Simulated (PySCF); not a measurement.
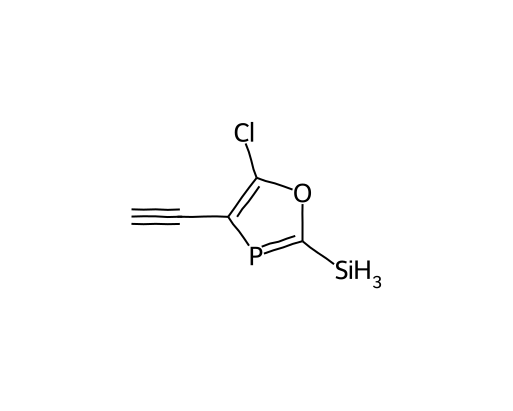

(Drawn from a calculation with PySCF.)

2D structure.

Question: Write the SMILES.

Answer: C#Cc1pc([SiH3])oc1Cl

Question: What is the molecular formula?

Answer: C5H4ClOPSi.

Question: An optimisation with GFN2-xTB gave a structure of which point group?

Answer: C1.
